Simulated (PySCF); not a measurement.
Input file:

```
{"job": {"kind": "nmr", "xc": "PBE0", "basis": "pcSseg-1"}, "charge": 0, "multiplicity": 1}
C     -3.102762     0.786885    -0.833037
C     -2.201755     0.446833     0.344385
O     -1.543404    -0.765331     0.096368
Si    -0.162778    -1.331015     0.731641
O      0.121431    -2.728191    -0.035451
C      1.319742    -0.243666     0.369500
C      2.528733    -0.588132    -0.157775
C      3.433413     0.488922    -0.272736
C      2.907754     1.655650     0.179230
S      1.299222     1.452164     0.748114
H     -2.506868     0.896581    -1.735298
H     -3.826080    -0.009127    -0.990175
H     -3.630249     1.716567    -0.639104
H     -2.794070     0.343576     1.261689
H     -1.467855     1.245119     0.502307
H     -0.299431    -1.531414     2.177543
H     -0.617455    -3.253771    -0.330101
H      2.751019    -1.596728    -0.455568
H      4.428052     0.397734    -0.672675
H      3.358193     2.628021     0.210828
```

Command:

```sh
OMP_NUM_THREADS=1 python probes_run.py task.json out
```

Geometry: GFN2-xTB.

All numbers below come from PBE0/pcSseg-1, SCF density, gas phase, non-relativistic in PySCF 2.14.0.

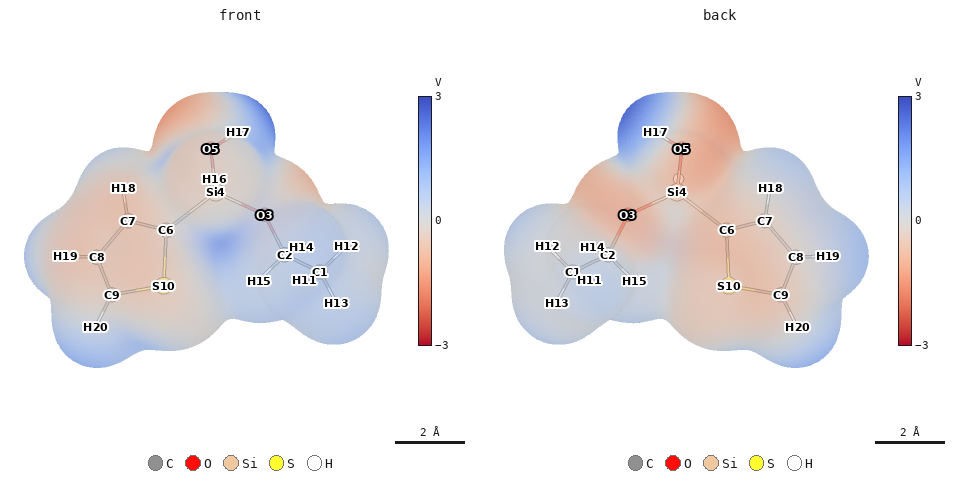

C$_{6}$H$_{10}$O$_{2}$SSi. The electrostatic potential painted on the density surface at 0.002 e/bohr³, seen from the front and from behind; the colour scale runs from red (negative) to blue (positive).

Q: Where is the surface potential most negative and most positive?

A: The most negative region (about −1.3 V, or −30 kcal/mol for a unit charge) lies over O5, the most positive (about +2.3 V, or +53 kcal/mol for a unit charge) over H17. O5 is the likeliest acceptor of a hydrogen bond.
